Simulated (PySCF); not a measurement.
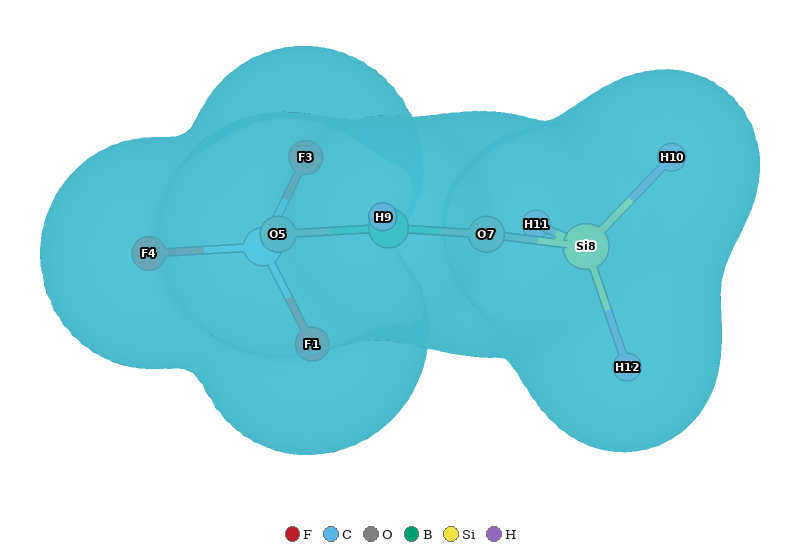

CH4BF3O2Si (SMILES FC(F)(F)OBO[SiH3]). Isosurface of the electron density at 0.05 e/Å³ (cyan), seen from one side.

Geometry: GFN2-xTB.

The calculation used CAM-B3LYP/def2-SVPD, SCF density, gas phase in PySCF 2.14.0.

```xyz
12

F     1.1275    1.5410    0.1340
C     1.7586    0.3693   -0.0697
F     1.4619    0.0199   -1.3353
F     3.0631    0.6495   -0.0631
O     1.4777   -0.5509    0.8148
B     0.1822   -1.0222    1.0595
O    -0.8648   -0.5853    0.4290
Si   -1.8887    0.2208   -0.5546
H     0.1490   -1.8444    1.8902
H    -2.7751   -0.8411   -1.0238
H    -1.1696    0.8617   -1.6519
H    -2.5206    1.1810    0.3449
```

### What does this surface tell about the bonding?

At this value the surface is in one piece. It bridges the sampled B–O (1.30 Å), C–O (1.31 Å), C–F (1.33 Å) and Si–O (1.63 Å) contacts, where the density stays above the isovalue. On the grid the lowest density along these lines, outside the cores, is 1.8 e/Å³ (B–O, 1.30 Å), 2.4 e/Å³ (C–O, 1.31 Å), 1.9 e/Å³ (C–F, 1.33 Å) and 0.9 e/Å³ (Si–O, 1.63 Å).
